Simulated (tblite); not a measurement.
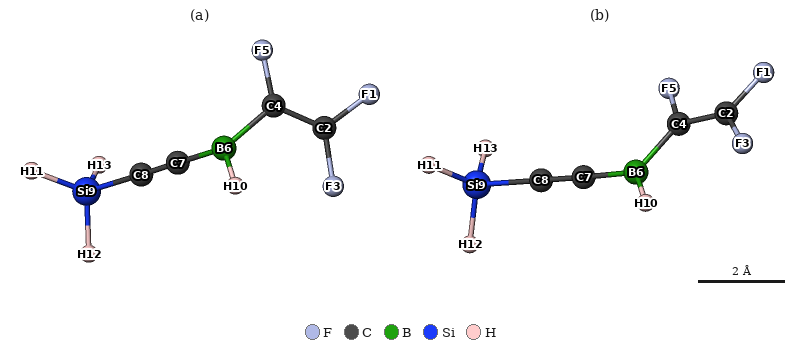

The structure of C$_{4}$H$_{4}$BF$_{3}$Si before (left) and after (right) a relaxation, at one scale.

Style: ball-and-stick. Shown at a tilt.

Computed with GFN2-xTB geometry optimisation, gas phase in tblite 0.8.0. 

**Summarise the run.**

Over 117 geometry steps the energy falls by 15.0 kcal/mol. F3 moves most after the best rigid fit: 1.86 Å. By element the largest moves are F 1.86 Å, B 0.78 Å, C 0.63 Å, H 0.58 Å, Si 0.28 Å. Among the contacts that change: C2–F3 1.387 → 1.322 Å, B6–C7 1.549 → 1.492 Å, C8–Si9 1.818 → 1.852 Å, F1–C2 1.355 → 1.323 Å. Bond angles that change, for instance: C2–C4–F5 124.4° → 115.2°, F1–C2–F3 117.3° → 109.9°, C2–C4–B6 117.3° → 124.6°. The run took 1.3 s on 1 thread of Arm Neoverse N1, on a shared host.
